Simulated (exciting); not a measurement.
TiNCl, space group Pmmn, Ti L₂,₃ edge of atom 1, with 4 N at 2.01 Å and 2 Cl at 2.42 Å (distorted octahedral, site symmetry mm2); the tensor is averaged over the atoms equivalent by symmetry. Method: exciting, all-electron LAPW+lo, LDA, spinor conduction states, exchange and screened direct term (singlet BSE), 2×2×1 shifted k points, 26 conduction spinor bands, |G+q| up to 4 bohr⁻¹ (4.3 in the exchange term), full RPA screening with nempty = 75, Lorentzian half width 0.25 eV.

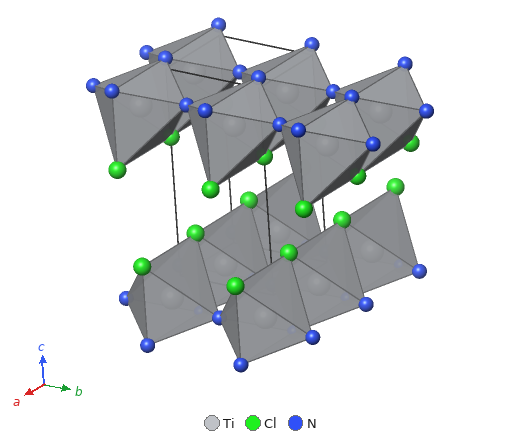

The structure (titanium light grey, chlorine green, nitrogen blue). 2×2×1 cells are drawn. Some periodic images of atoms are drawn too.

```xyz
6
Lattice="3.2580 0.0000 0.0000 0.0000 3.9370 0.0000 0.0000 0.0000 7.8030" Properties=species:S:1:pos:R:3 pbc="T T T"
Ti    1.6290    0.0000    7.0227
Ti    0.0000    1.9685    0.7803
Cl    0.0000    0.0000    5.2280
Cl    1.6290    1.9685    2.5750
N     0.0000    0.0000    0.3901
N     1.6290    1.9685    7.4128
```

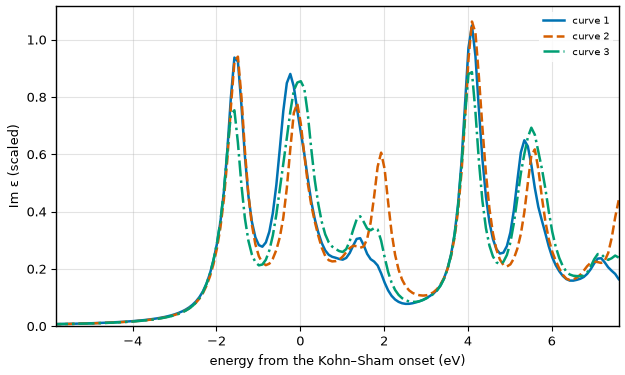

Energy from the Kohn–Sham onset, core level to the lowest empty state found on the meshes used; scaled to the maximum of the polarisation mean.

Question: The curves are the diagonal elements of Im ε for ε ∥ a, ∥ b and ∥ c. Which is which?

Curve 1: ε ∥ c, maxima -1.6 eV (0.94), -0.2 eV (0.88) and 4.1 eV (1.05); 3 lower ones aren't listed. Curve 2: ε ∥ b, maxima -1.5 eV (0.94), -0.1 eV (0.78) and 4.1 eV (1.06); 2 lower ones aren't listed. Curve 3: ε ∥ a, maxima -1.6 eV (0.75), 0.0 eV (0.86) and 4.1 eV (0.89); 3 lower ones aren't listed.

[Banner, clock and machine lines of the logs are left out without a mark of their own.]

[Logs are printed without paths, hosts, clocks, repeated set-up lines and the standing remarks that a program may print on its own settings, such as how far it seeks lower states.]

[Hosts, paths, dates, database ids (printed as entryN), source tags and the programs' standing remarks are cut or masked in the printed files.]
